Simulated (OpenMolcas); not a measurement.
# Excited-state calculation, with input and output: CH$_{4}$AlClO (part 2 of 4)

CH$_{4}$AlClO, SMILES C[O][AlH][Cl]; CASSCF/ANO-RCC-VDZP, DKH2 (OpenMolcas 26.06). The geometry comes from this level: PBE0-D4/def2-TZVP.

Geometry of the input (Å):
```
C  0.1322  1.2506  0.2630
O  0.6453  0.0520  -0.2460
Al 0.1034  -1.5197  -0.4266
Cl -1.8290  -2.0078  0.2244
H  0.1184  2.0124  -0.5225
H  -0.8865  1.1362  0.6500
H  0.7702  1.6126  1.0750
H  1.0380  -2.5933  -1.0729
```

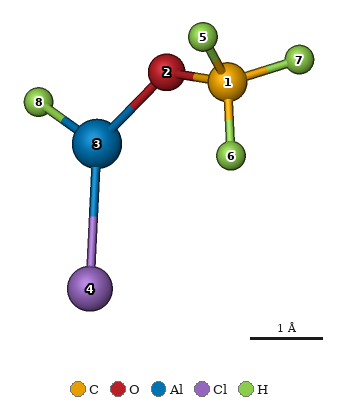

Fig. 1: The structure as given in the input (ball-and-stick view, seen at a tilt; atoms are numbered from 1 in the order of the input). Sticks mark near contacts.

Output, continued
```
     1 C1     1s        -0.0000    0.0000    0.0002    0.9994    0.0000    0.0000    0.0000   -0.0000   -0.0002   -0.0001
     2 C1     2s        -0.0000    0.0001    0.0011   -0.0042    0.0001    0.0000    0.0000   -0.0000   -0.0011   -0.0004
     3 C1     3s        -0.0000    0.0000    0.0005   -0.0037    0.0000    0.0000    0.0000   -0.0000   -0.0007   -0.0004
     4 C1     2px       -0.0000    0.0000    0.0001    0.0002    0.0001    0.0000   -0.0000   -0.0000   -0.0002   -0.0001
     5 C1     3px       -0.0000    0.0000    0.0000   -0.0003    0.0000   -0.0000   -0.0000   -0.0000   -0.0001   -0.0001
     6 C1     2py        0.0000    0.0000   -0.0003   -0.0004   -0.0000   -0.0000   -0.0000    0.0000    0.0005    0.0004
     7 C1     3py       -0.0000   -0.0000   -0.0001    0.0007   -0.0000   -0.0000   -0.0000    0.0000    0.0005    0.0004
     8 C1     2pz        0.0000   -0.0000   -0.0001   -0.0002   -0.0000   -0.0000    0.0000   -0.0000    0.0002    0.0002
     9 C1     3pz        0.0000   -0.0000   -0.0000    0.0003   -0.0000   -0.0000    0.0000   -0.0000    0.0002    0.0001
    10 C1     3d2-       0.0000   -0.0000   -0.0000    0.0000   -0.0000   -0.0000    0.0000    0.0000    0.0000    0.0001
    11 C1     3d1-      -0.0000   -0.0000   -0.0000   -0.0000    0.0000    0.0000   -0.0000   -0.0000   -0.0000   -0.0000
    12 C1     3d0        0.0000    0.0000    0.0000    0.0000   -0.0000   -0.0000   -0.0000    0.0000   -0.0000    0.0000
    13 C1     3d1+       0.0000    0.0000    0.0000    0.0000   -0.0000   -0.0000   -0.0000   -0.0000   -0.0000    0.0001
    14 C1     3d2+       0.0000    0.0000    0.0000   -0.0000   -0.0000    0.0000    0.0000   -0.0000    0.0001   -0.0001
    15 O2     1s         0.0000   -0.0000    1.0000   -0.0000   -0.0000   -0.0000    0.0000   -0.0000    0.0003   -0.0009
    16 O2     2s         0.0000    0.0000    0.0003    0.0004   -0.0002   -0.0001    0.0000   -0.0000   -0.0012    0.0074
    17 O2     3s         0.0000   -0.0000   -0.0010   -0.0001   -0.0001   -0.0000    0.0000   -0.0000    0.0003   -0.0011
    18 O2     2px       -0.0000   -0.0000   -0.0002   -0.0000    0.0001    0.0000    0.0000    0.0000    0.0006   -0.0017
    19 O2     3px       -0.0000   -0.0000    0.0006    0.0002    0.0001    0.0000    0.0000    0.0000   -0.0001    0.0010
    20 O2     2py        0.0000   -0.0000   -0.0004    0.0007   -0.0001   -0.0000    0.0000   -0.0000    0.0019   -0.0060
    21 O2     3py        0.0000   -0.0000   -0.0010    0.0002   -0.0001   -0.0000    0.0000   -0.0000    0.0001    0.0013
    22 O2     2pz        0.0000   -0.0000   -0.0000    0.0002   -0.0001   -0.0000   -0.0000    0.0000    0.0002   -0.0008
    23 O2     3pz        0.0000   -0.0000   -0.0005   -0.0000   -0.0001   -0.0000   -0.0000    0.0000    0.0001   -0.0000
    24 O2     3d2-      -0.0000    0.0000    0.0001   -0.0000   -0.0000   -0.0000    0.0000    0.0000   -0.0004    0.0008
    25 O2     3d1-      -0.0000    0.0000    0.0000    0.0000    0.0000    0.0000   -0.0000    0.0000   -0.0000    0.0003
    26 O2     3d0        0.0000   -0.0000   -0.0001    0.0000   -0.0000   -0.0000    0.0000    0.0000    0.0003   -0.0008
    27 O2     3d1+       0.0000    0.0000   -0.0000    0.0000   -0.0000   -0.0000    0.0000    0.0000   -0.0000    0.0001
    28 O2     3d2+       0.0000   -0.0000   -0.0000    0.0000   -0.0000   -0.0000   -0.0000    0.0000    0.0003   -0.0011
    29 AL3    1s         0.0000    0.9999    0.0000   -0.0000   -0.0000   -0.0000   -0.0000    0.0000   -0.0089    0.0000
    30 AL3    2s         0.0000    0.0091    0.0003   -0.0002   -0.0003   -0.0000   -0.0000    0.0000    0.9985    0.0034
    31 AL3    3s        -0.0001   -0.0052   -0.0007    0.0007    0.0010    0.0002    0.0001   -0.0000    0.0341    0.0003
    32 AL3    4s        -0.0000   -0.0002   -0.0001    0.0002    0.0004    0.0001    0.0000   -0.0000    0.0042   -0.0005
    33 AL3    2px        0.0000    0.0000   -0.0001    0.0000   -0.0001   -0.0000   -0.0000   -0.0000    0.0032    0.5688
    34 AL3    3px        0.0001    0.0000   -0.0004   -0.0000   -0.0007   -0.0001   -0.0000   -0.0000    0.0002    0.0017
    35 AL3    4px        0.0000    0.0000   -0.0001   -0.0000   -0.0002   -0.0000   -0.0000   -0.0000   -0.0006   -0.0006
    36 AL3    2py        0.0000   -0.0000   -0.0001    0.0001   -0.0000    0.0000   -0.0000    0.0000   -0.0056    0.8212
    37 AL3    3py        0.0000   -0.0000   -0.0003    0.0007   -0.0001   -0.0000   -0.0001    0.0000   -0.0000    0.0015
    38 AL3    4py        0.0000   -0.0000   -0.0000    0.0001   -0.0000   -0.0000   -0.0000    0.0000    0.0010   -0.0004
    39 AL3    2pz       -0.0000   -0.0000    0.0000    0.0000    0.0000    0.0000   -0.0000   -0.0000   -0.0027   -0.0198
    40 AL3    3pz       -0.0000   -0.0000    0.0001    0.0002    0.0003    0.0000   -0.0000   -0.0000   -0.0001   -0.0003
    41 AL3    4pz       -0.0000   -0.0000    0.0000    0.0000    0.0001    0.0000   -0.0000   -0.0000    0.0005    0.0001
    42 AL3    3d2-      -0.0000   -0.0000   -0.0002    0.0000   -0.0000   -0.0000    0.0000   -0.0000   -0.0006    0.0000
    43 AL3    3d1-      -0.0000    0.0000    0.0001    0.0001    0.0000    0.0000   -0.0000    0.0000    0.0005    0.0009
    44 AL3    3d0        0.0000    0.0000    0.0001   -0.0001   -0.0001    0.0000   -0.0000   -0.0000   -0.0004   -0.0004
    45 AL3    3d1+       0.0000    0.0000    0.0000    0.0000   -0.0000    0.0000    0.0000    0.0000   -0.0005    0.0010
    46 AL3    3d2+      -0.0000   -0.0000   -0.0000   -0.0002   -0.0001   -0.0001   -0.0000    0.0000   -0.0001   -0.0029
    47 CL4    1s         1.0000    0.0000   -0.0000   -0.0000    0.0000   -0.0000   -0.0000    0.0000   -0.0000    0.0001
    48 CL4    2s        -0.0000    0.0000   -0.0000   -0.0000    0.9996   -0.0019   -0.0001    0.0000   -0.0000    0.0007
    49 CL4    3s        -0.0000    0.0000   -0.0000   -0.0000   -0.0244    0.0006   -0.0000    0.0000   -0.0011   -0.0005
    50 CL4    4s         0.0001    0.0000   -0.0000   -0.0000   -0.0016   -0.0003   -0.0000    0.0000   -0.0005    0.0010
    51 CL4    2px        0.0000   -0.0000    0.0000   -0.0000    0.0017    0.9156   -0.1638    0.3672    0.0001    0.0004
    52 CL4    3px        0.0000    0.0000    0.0000   -0.0000   -0.0001    0.0022   -0.0003    0.0007   -0.0008   -0.0013
    53 CL4    4px        0.0000    0.0000    0.0000   -0.0000   -0.0005   -0.0004   -0.0000    0.0000   -0.0001    0.0007
    54 CL4    2py        0.0000    0.0000   -0.0000   -0.0000    0.0006    0.2695    0.9278   -0.2581    0.0000    0.0001
    55 CL4    3py        0.0000    0.0000   -0.0000   -0.0000   -0.0000    0.0007    0.0018   -0.0005   -0.0005    0.0003
    56 CL4    4py        0.0000    0.0000    0.0000   -0.0000   -0.0002   -0.0001    0.0001   -0.0000   -0.0003    0.0004
    57 CL4    2pz       -0.0000    0.0000   -0.0000   -0.0000   -0.0005   -0.2984    0.3353    0.8936   -0.0001   -0.0001
    58 CL4    3pz       -0.0000   -0.0000   -0.0000   -0.0000    0.0000   -0.0007    0.0006    0.0017    0.0002    0.0006
    59 CL4    4pz       -0.0000   -0.0000   -0.0000   -0.0000    0.0002    0.0001    0.0000    0.0001   -0.0000   -0.0002
    60 CL4    3d2-       0.0000    0.0000   -0.0000   -0.0000    0.0000    0.0001    0.0001   -0.0000   -0.0002    0.0001
    61 CL4    3d1-      -0.0000   -0.0000    0.0000    0.0000   -0.0000   -0.0000   -0.0000    0.0001    0.0001   -0.0001
    62 CL4    3d0       -0.0000   -0.0000   -0.0000   -0.0000   -0.0000   -0.0001   -0.0000   -0.0001    0.0002    0.0003
    63 CL4    3d1+      -0.0000   -0.0000   -0.0000   -0.0000   -0.0000   -0.0001    0.0001    0.0001    0.0002    0.0005
    64 CL4    3d2+       0.0000    0.0000    0.0000    0.0000    0.0001    0.0002   -0.0001    0.0001   -0.0002   -0.0006
    65 H5     1s         0.0000   -0.0000   -0.0000    0.0013   -0.0000    0.0000    0.0000   -0.0000    0.0001   -0.0001
    66 H5     2s         0.0000   -0.0000    0.0000    0.0001   -0.0000   -0.0000    0.0000   -0.0000    0.0001   -0.0001
    67 H5     2px       -0.0000   -0.0000    0.0000    0.0000    0.0000    0.0000   -0.0000    0.0000    0.0000    0.0000
    68 H5     2py       -0.0000    0.0000    0.0000   -0.0003    0.0000    0.0000   -0.0000    0.0000   -0.0000   -0.0000
    69 H5     2pz        0.0000   -0.0000   -0.0000    0.0003   -0.0000    0.0000    0.0000   -0.0000   -0.0000   -0.0001
    70 H6     1s        -0.0000    0.0000   -0.0000    0.0013    0.0001    0.0000   -0.0000    0.0000   -0.0003    0.0002
    71 H6     2s        -0.0000    0.0000    0.0000    0.0000    0.0001    0.0000   -0.0000    0.0000   -0.0003    0.0001
    72 H6     2px       -0.0000   -0.0000   -0.0000    0.0004    0.0000   -0.0000   -0.0000   -0.0000   -0.0000    0.0001
    73 H6     2py        0.0000   -0.0000   -0.0000    0.0000   -0.0000   -0.0000    0.0000    0.0000    0.0000    0.0000
    74 H6     2pz        0.0000    0.0000    0.0000   -0.0002   -0.0000   -0.0000    0.0000   -0.0000    0.0000   -0.0000
    75 H7     1s         0.0000   -0.0000   -0.0001    0.0013   -0.0000    0.0000    0.0000    0.0000    0.0001   -0.0001
    76 H7     2s         0.0000   -0.0000    0.0000    0.0001   -0.0000   -0.0000    0.0000    0.0000    0.0001   -0.0001
    77 H7     2px       -0.0000    0.0000    0.0000   -0.0002    0.0000    0.0000   -0.0000   -0.0000    0.0000    0.0001
    78 H7     2py       -0.0000   -0.0000    0.0000   -0.0002    0.0000    0.0000   -0.0000   -0.0000   -0.0000   -0.0001
    79 H7     2pz       -0.0000    0.0000    0.0000   -0.0003    0.0000   -0.0000   -0.0000   -0.0000   -0.0000    0.0000
    80 H8     1s         0.0000   -0.0000    0.0000    0.0001   -0.0001   -0.0000   -0.0000    0.0000   -0.0018   -0.0008
    81 H8     2s        -0.0000   -0.0001   -0.0000    0.0001    0.0000    0.0000   -0.0000    0.0000   -0.0001    0.0003
    82 H8     2px       -0.0000   -0.0000    0.0000    0.0000    0.0001    0.0000    0.0000    0.0000    0.0005    0.0008
    83 H8     2py       -0.0000    0.0000    0.0000    0.0000    0.0001    0.0000    0.0000   -0.0000   -0.0005    0.0004
    84 H8     2pz        0.0000    0.0000   -0.0000    0.0000   -0.0000   -0.0000    0.0000    0.0000   -0.0003   -0.0002

      Orbital                11        12        13        14        15        16        17        18        19        20
      Energy            -3.2308   -3.2300   -1.4175   -1.0714   -0.9801   -0.7311   -0.6875   -0.6581   -0.5529   -0.5259
      Occ. No.           2.0000    2.0000    2.0000    2.0000    2.0000    2.0000    2.0000    2.0000    2.0000    2.0000

     1 C1     1s         0.0000    0.0004   -0.0424    0.0032   -0.0731   -0.0099    0.0008    0.0000   -0.0053    0.0050
     2 C1     2s         0.0000    0.0025    0.1068   -0.0134    0.4026    0.0648    0.0469    0.0001   -0.0217    0.0336
     3 C1     3s         0.0000    0.0011   -0.0656    0.0056   -0.1099   -0.0211    0.0070    0.0000   -0.0164    0.0208
     4 C1     2px       -0.0001    0.0014    0.0434   -0.0094   -0.0151   -0.2643    0.2004    0.1934    0.2801   -0.2493
     5 C1     3px       -0.0001    0.0010   -0.0036   -0.0019   -0.0010    0.0514   -0.0215   -0.0208   -0.0285    0.0099
     6 C1     2py        0.0001   -0.0014   -0.0831    0.0018    0.0164    0.1932    0.3561   -0.1202    0.0795   -0.1598
     7 C1     3py        0.0001   -0.0008    0.0301   -0.0010   -0.0369   -0.0118   -0.0505    0.0129    0.0015   -0.0128
     8 C1     2pz       -0.0003   -0.0009   -0.0385    0.0043    0.0102    0.1550    0.0083    0.4793   -0.0929    0.0605
     9 C1     3pz       -0.0003   -0.0006    0.0091    0.0005   -0.0089   -0.0236   -0.0040   -0.0516    0.0119   -0.0072
    10 C1     3d2-      -0.0000   -0.0002   -0.0141    0.0015   -0.0004    0.0314    0.0059    0.0019    0.0044   -0.0117
    11 C1     3d1-      -0.0000    0.0002    0.0137   -0.0009    0.0007   -0.0225   -0.0186    0.0181    0.0002    0.0049
    12 C1     3d0       -0.0000   -0.0000   -0.0071   -0.0000   -0.0008    0.0061    0.0216   -0.0072    0.0062   -0.0091
    13 C1     3d1+       0.0000    0.0000   -0.0052    0.0001   -0.0008    0.0077    0.0143    0.0189    0.0192   -0.0245
    14 C1     3d2+      -0.0000   -0.0003   -0.0138    0.0008   -0.0003    0.0194    0.0166    0.0128   -0.0259    0.0258
    15 O2     1s        -0.0000   -0.0002   -0.0116    0.0009   -0.0062    0.0008    0.0085    0.0000   -0.0063    0.0038
    16 O2     2s        -0.0000    0.0029    0.8642   -0.0092   -0.3288   -0.0309    0.1277    0.0002   -0.1284    0.0346
    17 O2     3s        -0.0000    0.0000    0.0067    0.0024   -0.0146    0.0074    0.0130    0.0000   -0.0080    0.0027
    18 O2     2px        0.0002   -0.0012   -0.0742   -0.0074   -0.0488   -0.2129    0.5545    0.0999   -0.3866    0.5034
    19 O2     3px       -0.0002    0.0012   -0.0052    0.0011    0.0121   -0.0137    0.0011   -0.0022   -0.0211    0.0404
    20 O2     2py       -0.0002   -0.0045    0.0239   -0.0193    0.2998   -0.6324   -0.1927   -0.0628   -0.0212    0.2551
    21 O2     3py        0.0001   -0.0027   -0.0159    0.0054   -0.0148    0.0089   -0.0054    0.0013    0.0095    0.0107
    22 O2     2pz        0.0006   -0.0007    0.0359   -0.0020    0.0954   -0.0739   -0.2731    0.2462    0.1507   -0.1391
    23 O2     3pz       -0.0005   -0.0011   -0.0019    0.0009   -0.0086    0.0077   -0.0018   -0.0054    0.0109   -0.0136
    24 O2     3d2-      -0.0001    0.0007   -0.0016    0.0014   -0.0137    0.0177    0.0093    0.0054    0.0051   -0.0103
    25 O2     3d1-      -0.0003   -0.0001    0.0106   -0.0010    0.0051   -0.0072   -0.0038    0.0067    0.0000    0.0012
    26 O2     3d0       -0.0001   -0.0002   -0.0117    0.0004    0.0018   -0.0039    0.0040    0.0095   -0.0043    0.0068
    27 O2     3d1+      -0.0001    0.0001   -0.0044    0.0006   -0.0040    0.0005    0.0128   -0.0063   -0.0020    0.0028
    28 O2     3d2+      -0.0001   -0.0002   -0.0146    0.0007    0.0016    0.0051   -0.0128   -0.0014   -0.0000   -0.0009
    29 AL3    1s         0.0000    0.0000    0.0034    0.0029   -0.0038    0.0073    0.0011    0.0000    0.0064    0.0016
    30 AL3    2s         0.0000    0.0071    0.0420    0.0297   -0.0397    0.0677    0.0111    0.0000    0.0419    0.0003
    31 AL3    3s        -0.0000    0.0001    0.0090    0.0587   -0.0326    0.1142    0.0130    0.0000    0.2782    0.2078
    32 AL3    4s        -0.0000   -0.0012   -0.0149   -0.0159    0.0176   -0.0321   -0.0069   -0.0000   -0.0304   -0.0065
    33 AL3    2px        0.3623   -0.7378   -0.0125    0.0247    0.0150   -0.0147   -0.0175   -0.0025    0.0207    0.0113
    34 AL3    3px        0.0003    0.0000    0.0094   -0.0610   -0.0214    0.0242    0.0313    0.0024   -0.0747   -0.0430
    35 AL3    4px       -0.0004    0.0002   -0.0017    0.0080    0.0051   -0.0046   -0.0096   -0.0015    0.0117    0.0039
    36 AL3    2py       -0.2291    0.5204   -0.0404    0.0065    0.0307   -0.0417   -0.0016    0.0015    0.0086    0.0406
    37 AL3    3py       -0.0002   -0.0034    0.0326   -0.0070   -0.0534    0.0957   -0.0130   -0.0014   -0.0415   -0.1795
    38 AL3    4py        0.0002    0.0001   -0.0076    0.0026    0.0075   -0.0114   -0.0009    0.0009    0.0047    0.0143
    39 AL3    2pz        0.9034    0.4279   -0.0052   -0.0083    0.0018   -0.0047    0.0066   -0.0060   -0.0061    0.0058
    40 AL3    3pz        0.0008   -0.0009    0.0045    0.0227   -0.0049    0.0146   -0.0160    0.0057    0.0197   -0.0282
    41 AL3    4pz       -0.0010   -0.0001   -0.0012   -0.0026   -0.0001   -0.0011    0.0036   -0.0037   -0.0035    0.0021
    42 AL3    3d2-       0.0005   -0.0033    0.0128    0.0129   -0.0212    0.0230    0.0263    0.0031   -0.0155   -0.0063
    43 AL3    3d1-       0.0009    0.0015    0.0031   -0.0070   -0.0035    0.0112   -0.0127    0.0067    0.0104   -0.0133
    44 AL3    3d0        0.0008    0.0001   -0.0086   -0.0090    0.0136   -0.0222   -0.0029    0.0036   -0.0130    0.0001
    45 AL3    3d1+      -0.0003   -0.0012    0.0055   -0.0159   -0.0070    0.0072    0.0029    0.0002   -0.0260   -0.0349
    46 AL3    3d2+       0.0001    0.0002   -0.0190    0.0275    0.0258   -0.0419    0.0087    0.0016    0.0194    0.0725
    47 CL4    1s         0.0000    0.0000    0.0003   -0.0013   -0.0003    0.0001    0.0001    0.0000   -0.0026   -0.0027
    48 CL4    2s         0.0000   -0.0001    0.0024    0.0109   -0.0015   -0.0011    0.0015    0.0000   -0.0256   -0.0252
    49 CL4    3s         0.0000    0.0027    0.0175    0.9377    0.0319   -0.0630    0.0243    0.0001   -0.2005   -0.1629
    50 CL4    4s         0.0000    0.0004    0.0052    0.0018   -0.0045    0.0044    0.0016    0.0000   -0.0231   -0.0253
    51 CL4    2px       -0.0000   -0.0002    0.0002   -0.0039   -0.0003   -0.0009    0.0002   -0.0000   -0.0076   -0.0069
    52 CL4    3px        0.0002    0.0023    0.0064    0.0541   -0.0082    0.0583   -0.0161    0.0091    0.4827    0.4375
    53 CL4    4px       -0.0000   -0.0001    0.0011   -0.0020   -0.0015   -0.0033    0.0012    0.0001   -0.0158   -0.0133
    54 CL4    2py        0.0000   -0.0001    0.0001   -0.0011   -0.0003   -0.0005    0.0011    0.0000   -0.0021   -0.0007
    55 CL4    3py       -0.0001    0.0003    0.0049    0.0175   -0.0036    0.0366   -0.0264   -0.0060    0.0965    0.0199
    56 CL4    4py        0.0000   -0.0006    0.0013    0.0015   -0.0012   -0.0024    0.0077   -0.0001   -0.0056    0.0054
    57 CL4    2pz       -0.0000    0.0001   -0.0000    0.0013    0.0000    0.0002    0.0002   -0.0001    0.0025    0.0026
    58 CL4    3pz        0.0004   -0.0009   -0.0013   -0.0172    0.0023   -0.0141   -0.0003    0.0230   -0.1690   -0.1703
    59 CL4    4pz       -0.0000   -0.0001   -0.0001    0.0012    0.0003    0.0007    0.0015    0.0003    0.0049    0.0067
    60 CL4    3d2-      -0.0001    0.0003    0.0016    0.0092   -0.0016    0.0053   -0.0011   -0.0002    0.0142    0.0078
    61 CL4    3d1-       0.0000   -0.0001   -0.0008   -0.0027    0.0010   -0.0019    0.0001    0.0003   -0.0054   -0.0026
    62 CL4    3d0       -0.0002   -0.0003   -0.0002   -0.0086   -0.0001   -0.0023    0.0011   -0.0006   -0.0132   -0.0105
    63 CL4    3d1+       0.0002   -0.0005    0.0000   -0.0111   -0.0003   -0.0018    0.0010    0.0009   -0.0194   -0.0167
    64 CL4    3d2+       0.0001    0.0008    0.0009    0.0149   -0.0007    0.0035   -0.0008    0.0005    0.0281    0.0224
    65 H5     1s        -0.0007    0.0001    0.0475   -0.0045    0.2478    0.0633    0.2099   -0.3665    0.1380   -0.1462
    66 H5     2s        -0.0005    0.0002   -0.0002    0.0034   -0.0091   -0.0012   -0.0236    0.0364    0.0045    0.0048
    67 H5     2px        0.0000   -0.0001    0.0004    0.0000    0.0005   -0.0083    0.0058    0.0067    0.0093   -0.0073
    68 H5     2py        0.0001    0.0000   -0.0085    0.0003   -0.0221   -0.0022   -0.0066    0.0230   -0.0069    0.0050
    69 H5     2pz       -0.0000    0.0000    0.0041   -0.0007    0.0291    0.0064    0.0182   -0.0168    0.0061   -0.0055
    70 H6     1s         0.0000    0.0014    0.0551   -0.0144    0.2197    0.2799   -0.1334    0.0018   -0.3340    0.2904
    71 H6     2s         0.0000    0.0009    0.0023   -0.0089   -0.0194   -0.0271    0.0332   -0.0002   -0.0086    0.0001
    72 H6     2px        0.0000    0.0002    0.0090   -0.0020    0.0307    0.0258   -0.0117    0.0058   -0.0194    0.0143
    73 H6     2py       -0.0000    0.0002   -0.0014    0.0006    0.0067    0.0088    0.0045   -0.0034   -0.0003   -0.0006
    74 H6     2pz        0.0000   -0.0000   -0.0040    0.0010   -0.0108   -0.0084    0.0059    0.0138    0.0079   -0.0060
    75 H7     1s         0.0007    0.0001    0.0475   -0.0045    0.2479    0.0619    0.2110    0.3653    0.1403   -0.1482
    76 H7     2s         0.0005    0.0002   -0.0002    0.0034   -0.0091   -0.0011   -0.0238   -0.0363    0.0045    0.0047
    77 H7     2px       -0.0001   -0.0001   -0.0038    0.0005   -0.0227   -0.0105   -0.0090   -0.0199    0.0015   -0.0008
    78 H7     2py       -0.0001   -0.0000   -0.0059   -0.0000   -0.0079   -0.0007    0.0024   -0.0149   -0.0023    0.0011
    79 H7     2pz       -0.0001    0.0001   -0.0063    0.0006   -0.0276    0.0007   -0.0179   -0.0153   -0.0129    0.0104
    80 H8     1s         0.0000   -0.0070    0.0154    0.0219   -0.0247    0.0675    0.0317    0.0001    0.1655    0.1745
    81 H8     2s         0.0000   -0.0008    0.0087    0.0096   -0.0086    0.0161   -0.0040   -0.0000    0.0042   -0.0234
    82 H8     2px        0.0003    0.0010    0.0005   -0.0028    0.0000   -0.0014   -0.0034    0.0003   -0.0070   -0.0108
    83 H8     2py       -0.0002   -0.0013    0.0029   -0.0004   -0.0030    0.0068    0.0009   -0.0002    0.0082    0.0046
```
